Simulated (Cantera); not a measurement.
Charge: 1 mol acetone, 0.61 mol H₂O, 9.6 mol N₂, 6.7 mol H₂, equilibrated at 10500 Torr.

Cantera equilibrium calculation (NASA polynomials, part measured and part estimated; ideal gas, pure solids and liquids). Candidate condensed phases: C, C₆H₆, C₇H₈, C₈H₁₈, H₂O; 136 gas species. The feed counts by its element totals alone. Rates play no part.

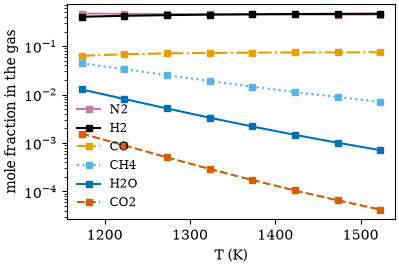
Equilibrium gas composition (values under 1e-9 drawn at 1e-9)

Q: Read off the mole fractions at 1323 K.

A: N₂ about 0.46, H₂ about 0.45, CO about 0.073, CH₄ about 0.019, H₂O about 0.0033, CO₂ about 0.00029.
